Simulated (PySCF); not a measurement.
SMILES C[Si](C)S[Si](C)(C)C, doublet at its GFN2-xTB optimised geometry (Å):

```
23

C      0.5297    -2.4103    -1.5768
Si     1.1946    -1.5654     0.0000
C      3.0985    -1.5654     0.0000
S      0.5766     0.5308     0.0000
Si    -1.3043     0.4903     1.0831
C     -2.5093    -0.7309     0.2557
C     -0.9578    -0.0624     2.8718
C     -1.9682     2.2697     1.0098
H     -0.5544    -2.3888    -1.6243
H      0.9094    -1.8959    -2.4580
H      0.8482    -3.4468    -1.6297
H      3.4966    -1.0729     0.8813
H      3.4917    -2.5767    -0.0296
H      3.4703    -1.0313    -0.8722
H     -2.1698    -1.7566     0.3681
H     -2.6107    -0.5276    -0.8061
H     -3.4966    -0.6584     0.7004
H     -0.2588     0.6101     3.3594
H     -1.8702    -0.0748     3.4593
H     -0.5275    -1.0598     2.8988
H     -2.8973     2.3648     1.5636
H     -1.2536     2.9692     1.4329
H     -2.1568     2.5767    -0.0146
```

Computed with unrestricted CAM-B3LYP/def2-SVP in PySCF. Cells within 0.4 Å of a nucleus heavier than hydrogen are left out (blank, or x).

Map of the deformation density (molecule minus spherical neutral atoms) (e/bohr³) on the plane z = 0.0 Å:

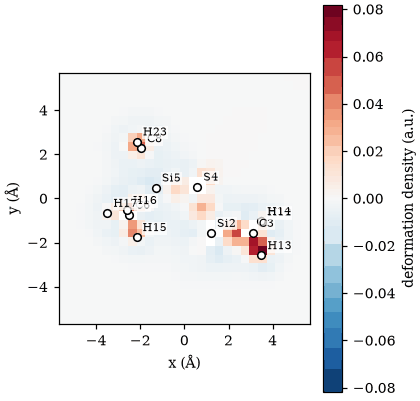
Deformation density (molecule minus spherical neutral atoms) (e/bohr³) on the plane z = 0.0 Å.
